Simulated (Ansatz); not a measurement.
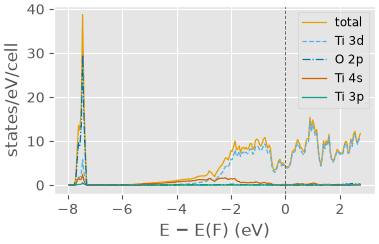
Figure: Total and projected density of states of Ti$_{6}$O in space group P-31m (No. 162; Ti on 6k, O on 1a), plane-wave PAW r²SCAN (Ansatz code)

Q: Which orbitals carry the states next to the Fermi level?

A: Within 0.5 eV of the Fermi level: Ti 3d 92 %. Projections are on Löwdin-orthogonalised atomic valence shells; empty p or d shells of many metals are not among them.

Q: Where is the tallest occupied peak in this window, and what makes it?

A: Near -7.4 eV, about 39 states/eV per cell; the largest projected share is O 2p.

The first step of the workflow began from a Materials Project structure, measured or hypothetical; the Crystallography Open Database files this formula in space group No. 162, but the cells were not matched. Its standing as an ambient phase is unchecked. The cell was relaxed with r²SCAN under the symmetry of its start; whether a distortion lowers the energy is not shown. No spin polarisation was allowed. Without spin polarisation and U, an open-shell compound can come out a false metal.

Potentials: the later of the program's two PAW sets.
